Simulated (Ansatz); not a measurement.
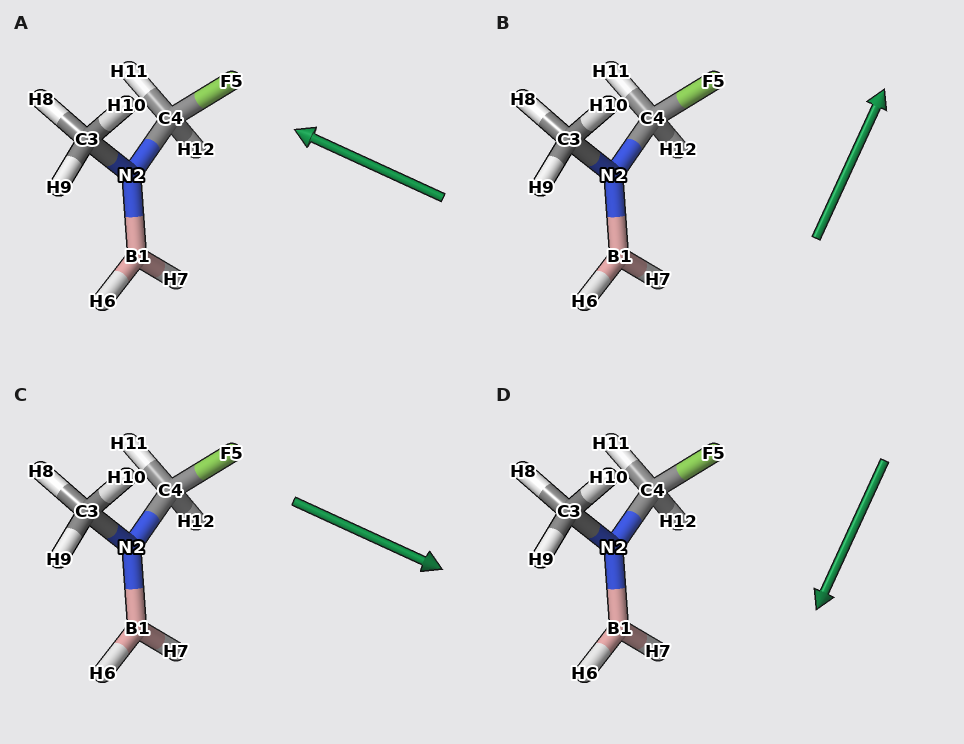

The same molecule four times, each with an arrow. The geometry was computed by an optimisation with PBE0-D4/def2-TZVP. No frequency run is at hand to confirm it as a minimum. Method: RKS ωB97M-V/def2-TZVPP (Ansatz 0.2.0).

> Which arrow points along the dipole moment, from the negative to the positive end?

A. The dipole moment is 1.74 D; it points from the side of H7 to the side of H8 (the outermost atoms at the two ends).
